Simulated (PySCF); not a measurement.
SMILES [SiH3][SiH][SiH2][SiH3], doublet at its PBE0/def2-SVP optimised geometry (Å):

```
13

Si    -0.8200     1.8774     3.9889
Si    -0.4900    -0.4265     3.8228
Si    -1.3029    -1.4855     1.9077
Si    -0.5043    -0.3724     0.0000
H     -0.0337     2.4197     5.1390
H     -2.2620     2.2298     4.1906
H     -0.3474     2.5244     2.7264
H     -0.7850    -1.1605     5.0954
H     -0.8269    -2.9054     1.8980
H     -2.8033    -1.5015     1.8808
H     -0.9908    -1.0443    -1.2443
H     -0.9842     1.0443     0.0000
H      0.9908    -0.3724     0.0000
```

Computed with unrestricted PBE0/def2-TZVP (PySCF). Cells within 0.4 Å of a nucleus heavier than hydrogen are left out (blank, or x).

Map of the Laplacian of the electron density (e/bohr⁵), clipped to [-1.50, 1.50] on the plane z = 0.0 Å:

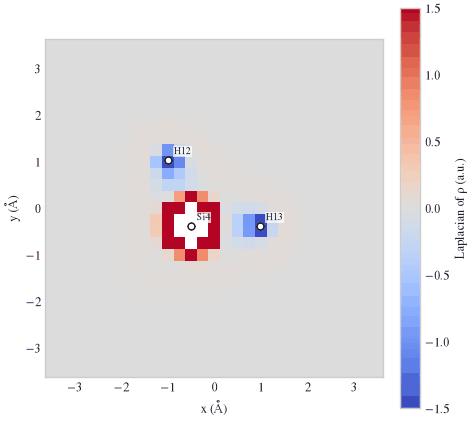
Figure: Laplacian of the electron density (e/bohr⁵), clipped to [-1.50, 1.50] on the plane z = 0.0 Å.
